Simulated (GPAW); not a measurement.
# HfO2 (SMILES [O]=[Hf]=[O]) at PBE/real-space grid (scalar-relativistic datasets)

Aim: energy and one-electron properties of HfO2. Input form: an ASE script.

The calculation is run with GPAW 26.7.0.

3 further runs of the same task are left out: 1 for a known fault of the program, 2 set aside as unsound or not needed.

**1. The structure to begin with**

HfO2 has 3 atoms, charge 0, and is taken as a singlet. SMILES: `[O]=[Hf]=[O]`. Geometry: a GFN2-xTB relaxation, a rough one for these elements and not checked as a minimum.

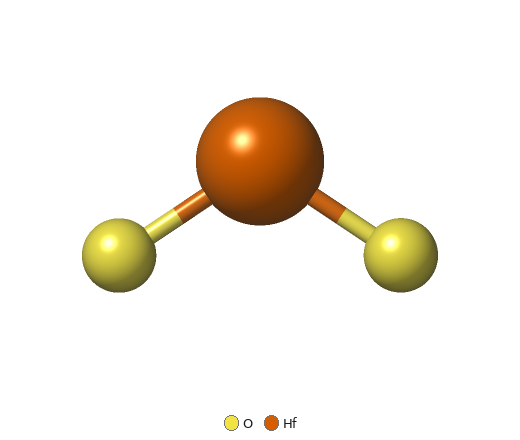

The structure, seen from a chosen angle (oxygen yellow, hafnium orange).

**2. The charge distribution at PBE/real-space grid (scalar-relativistic datasets)**

File mol.py:

```python
import numpy as np
from ase import Atoms
from ase.units import Bohr, Debye
from gpaw import GPAW

positions_bohr = np.array(
              [[  1.312415,   2.429319,   0.789112],
               [  0.631471,  -0.869198,   0.636932],
               [ -1.943886,  -1.560120,  -1.426044]])
system = Atoms(['O', 'Hf', 'O'], positions=positions_bohr * Bohr)
system.center(vacuum=4.5)

calc = GPAW(mode='fd',
            h=0.18,
            xc='PBE',
            occupations={'name': 'fermi-dirac', 'width': 0.01},
            maxiter=150,
            txt='-')
system.calc = calc

energy = system.get_potential_energy()
print(f'Energy: {energy:.5f} eV')
forces = system.get_forces()
print('Forces (eV/Ang)')
for symbol, f in zip(system.symbols, forces):
    print(f'{symbol:2} {f[0]:9.4f} {f[1]:9.4f} {f[2]:9.4f}')
dipole = system.get_dipole_moment() / Debye
print(f'Dipole = {np.linalg.norm(dipole):.3f} D')
homo, lumo = calc.get_homo_lumo()
print(f'HOMO = {homo:.3f} eV')
print(f'LUMO = {lumo:.3f} eV')
print(f'Gap                     {lumo - homo:.3f} eV')
```

Command:

```console
$ OMP_NUM_THREADS=1 python mol.py
```

Standard output:

```text
__  _  _
 | _ |_)|_||  |
 |__||  | ||/\| - 26.7.0

units:  Angstrom and eV
cores:  1
OpenMP: False

Versions:
  Python: 3.12.14
  ASE:    3.29.0
  Numpy:  2.5.5
  Scipy:  1.18.1
  Libxc:  7.0.0

Input parameters:
  mode=FD(),
  h=0.18,
  maxiter=150,
  occupations=Occupations(name='fermi-dirac', width=0.01),
  xc=XC(name='PBE')

Diagonalizing LCAO Hamiltonian
Converting LCAO to fd mode
        .-------------------------.
       /|                         |
      / |                         |
     /  |                         |
    /   |                         |
   /    |                         |
  /     |                         |
 *      |                         |
 |      |           O             |
 |      |         Hf              |
 |      |                         |
 |      |      O                  |
 |      .-------------------------.
 |     /                         /
 |    /                         /
 |   /                         /
 |  /                         /
 | /                         /
 |/                         /
 *-------------------------*

Atoms  # Å, Bohr magnetons
|   | symbol |        x |        y |        z |    initial magnetic moments |
|---|--------|----------|----------|----------|-----------------------------|
| 0 |      O | 6.223160 | 6.611120 | 5.672210 | ( 0.0000,  0.0000,  0.0000) |
| 1 |     Hf | 5.862820 | 4.865620 | 5.591680 | ( 0.0000,  0.0000,  0.0000) |
| 2 |      O | 4.500000 | 4.500000 | 4.500000 | ( 0.0000,  0.0000,  0.0000) |

Unit cell  # Å
| periodic |         x |         y |         z |   lengths |    angles |
|----------|-----------|-----------|-----------|-----------|-----------|
|       no | 10.723160 |  0.000000 |  0.000000 | 10.723160 | 90.000000 |
|       no |  0.000000 | 11.111120 |  0.000000 | 11.111120 | 90.000000 |
|       no |  0.000000 |  0.000000 | 10.172210 | 10.172210 | 90.000000 |

Number of symmetries: 1
Symmetry operations  # r_c * U_cc + t_c -> r_c
|   | kind |            matrix            |
|---|------|------------------------------|
| 0 |  E   |  1, 0, 0,  0, 1, 0,  0, 0, 1 |

BZ-sampling:
  Number of BZ points: 1
  Number of IBZ points: 1

  Monkhorst-Pack size: [1, 1, 1]
  Monkhorst-Pack shift: [0, 0, 0]

K-points  # in reciprocal-cell coordinates
|   |                                coordinates |     weight |
|---|--------------------------------------------|------------|
| 0 | (  0.00000000,   0.00000000,   0.00000000) | 1.00000000 |

Uniform wave function grid shape: (np.int64(59), np.int64(59), np.int64(55))
Spin-components: 1 (collinear spins)
Bands:           19
Projectors:      16
Spin-degeneracy: 2
Datatype:        float64

  Storage: CPU
  Wave functions: 29_101_160 bytes (29_101_160 per core)

Parallelization:
  kpt:    1
  domain: 1
  band:   1

Density:
  Valence electrons: 24.0
  Components: 1
  Grid points: [60 60 56]
  Charge: 0.0  # |e|

Potential:
  Grid points: [60 60 56]

species:
  O:
    name:    Oxygen
    Z:       8.0
    valence: 6
    core:    2
    charge:  0.0  # [|e|]
    file:    O.PBE.gz
    compensation charges:
      type: gauss
      rc: 0.21  # [Å]
      lmax: 2
    cutoffs:
      filter: 1.17  # [Å]
      core: 0.83  # [Å]
    projectors
    | kind |    occ | energy [eV] | rcut [Å] |
    |------|--------|-------------|----------|
    |   2s |  2.000 |     -23.961 |    0.688 |
    |   2p |  4.000 |      -9.029 |    0.598 |
    |    s |        |       3.251 |    0.688 |
    |    p |        |      18.182 |    0.598 |
    |    d |        |       0.000 |    0.619 |

    Using partial waves for O as LCAO basis

  Hf:
    name:    Hafnium
    Z:       72.0
    valence: 12
    core:    60
    charge:  0.0  # [|e|]
    file:    Hf.PBE.gz
    compensation charges:
      type: gauss
      rc: 0.41  # [Å]
      lmax: 2
    cutoffs:
      filter: 2.36  # [Å]
      core: 4.02  # [Å]
    projectors
    | kind |    occ | energy [eV] | rcut [Å] |
    |------|--------|-------------|----------|
    |   5s |  2.000 |     -66.831 |    1.397 |
    |   6s |  2.000 |      -5.097 |    1.397 |
    |   5p |  6.000 |     -35.599 |    1.307 |
    |   6p |  0.000 |      -1.401 |    1.307 |
    |   5d |  2.000 |      -2.699 |    1.334 |
    |    d |        |      24.513 |    1.334 |

    Using partial waves for Hf as LCAO basis

Reference energy: -413967.819878  # eV

eigensolver:
  PPCG
  Converge bands: occupied
  niter=2

density mixing:
  MSR1-Mixer
  Pratt-step length: 0.05
  Maximum mixing coefficient: 0.75
  Old densities: 10
  SVD Regularization: 0.005
  Good broyden scale: 1.0
  Trust region scale: 1.0
  Backstep threshold: 4.0
  History deletion threshold: 6.0
  Fourier metric: weight=20.0, sigma=0.015

occupation numbers:
  Fermi-Dirac:
    width: 0.0100  # eV

FastPoissonSolver using
    Stencil: 6*3+1=19 point O(h^6) finite-difference Laplacian
    FFT axes: []
    FST axes: [np.int64(2), np.int64(0), np.int64(1)]

xc functional:
  name: PBE with 2 nearest neighbor stencil
interpolation: tri-quintic # 5. degree polynomial

Initialization done in: 5.435 s

convergence criteria:
- Maximum [total energy] change in last 3 cyles: 0.0005 eV / valence electron
- Maximum integral of absolute [dens]ity change: 0.0001 electrons / valence electron
- Maximum integral of absolute [eigenst]ate change: 4e-08 eV^2 / valence electron
maximum number of iterations: 150

SCF iterations
|iter     |     time |      energy | eigst |  dens |
|---------|----------|-------------|-------|-------|
|iter:   1| 00:00:08 |  -29.101367 | +0.74 |       |
|iter:   2| 00:00:12 |  -26.486056 | -0.22 | -0.67 |
|iter:   3| 00:00:16 |  -20.860584 | +0.43 | -0.73 |
|iter:   4| 00:00:19 |  -20.520796 | -0.03 | -1.08 |
|iter:   5| 00:00:23 |  -20.427780 | -0.63 | -1.32 |
|iter:   6| 00:00:27 |  -20.387069 | -1.12 | -1.70 |
|iter:   7| 00:00:31 |  -20.386080 | -1.96 | -2.21 |
|iter:   8| 00:00:34 |  -20.385496c| -2.89 | -2.58 |
|iter:   9| 00:00:38 |  -20.385449c| -3.83 | -2.87 |
|iter:  10| 00:00:42 |  -20.385435c| -4.63 | -3.39 |
|iter:  11| 00:00:47 |  -20.385435c| -5.55 | -4.10c|
|iter:  12| 00:00:51 |  -20.385435c| -6.67 | -4.51c|
|iter:  13| 00:00:55 |  -20.385435c| -7.53c| -5.09c|

Converged in 13 steps
SCF loop duration: 49.175 s (3.783 s/step)
Energy contributions relative to reference atoms: (reference = -413967.819878)

Energy contributions:
  Kinetic:          26.355796
  Coulomb:         -27.268953
  Zero:              0.830085
  External:          0.000000
  Xc:              -20.302362
  Entropy:          -0.000000
  Spinorbit:         0.000000
  ----------------------------
  Free energy:     -20.385435
  Extrapolated:    -20.385435

dipole moment: (0.785952, -1.077989, 0.794621)  # |e|*Ang

Fermi level: -4.863
Eigenvalues  # (at kpt = [0.000, 0.000, 0.000])
| band index |      eig [eV] | occ [0-2] |
|------------|---------------|-----------|
|          0 |       -66.259 |     2.000 |
|        ... |               |           |
|          4 |       -20.612 |     2.000 |
|          5 |       -20.110 |     2.000 |
|          6 |        -7.369 |     2.000 |
|          7 |        -7.122 |     2.000 |
|          8 |        -7.106 |     2.000 |
|          9 |        -6.647 |     2.000 |
|         10 |        -6.517 |     2.000 |
|         11 |        -5.401 |     2.000 |
|         12 |        -4.208 |     0.000 |
|         13 |        -2.428 |     0.000 |
|         14 |        -2.299 |     0.000 |
|         15 |        -0.415 |     0.000 |
|         16 |        -0.148 |     0.000 |
|         17 |         0.341 |     0.000 |
|         18 |         1.389 |     0.000 |

Gap: 1.192 eV
Transition (v -> c):
  (s=0, k=0, n=11, [0.00, 0.00, 0.00]) -> (s=0, k=0, n=12, [0.00, 0.00, 0.00])
No difference between direct/indirect transitions
vacuum-level: 0.000  # V
Energy: -20.38543 eV

Forces  # eV/Ang
|        x |        y |        z |
|----------|----------|----------|
| -0.16985 |  1.06537 | -0.26195 |  # O    0
|  0.99322 | -1.34136 |  1.01139 |  # Hf   1
| -0.82099 |  0.27275 | -0.74132 |  # O    2

Force computation time: 0.286  # s
Forces (eV/Ang)
O    -0.1699    1.0654   -0.2619
Hf    0.9932   -1.3414    1.0114
O    -0.8210    0.2727   -0.7413
Dipole = 7.458 D
HOMO = -5.401 eV
LUMO = -4.208 eV
Gap                     1.192 eV
```

Wall time 56 s (1 thread of Intel Xeon at 2.50GHz (Skylake/Cascade Lake), shared host); peak memory 0.6 GiB.

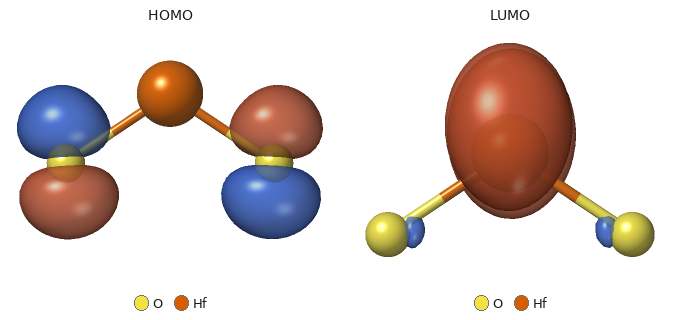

Frontier orbitals of this run, surfaces at ±0.2 Å^-3/2.

**3. Summary of results**

Level: PBE/real-space grid (scalar-relativistic datasets).

```
                                              quantity        value
energy as printed (from the program's reference atoms)  -20.3854 eV
                                         dipole moment       7.46 D
                                           HOMO energy     -5.40 eV
                                           LUMO energy     -4.21 eV
                                         HOMO–LUMO gap      1.19 eV
                              largest force on an atom   1.952 eV/Å
```

The largest force is 1.95 eV/Å: the shape isn't a stationary point for this species at this level.
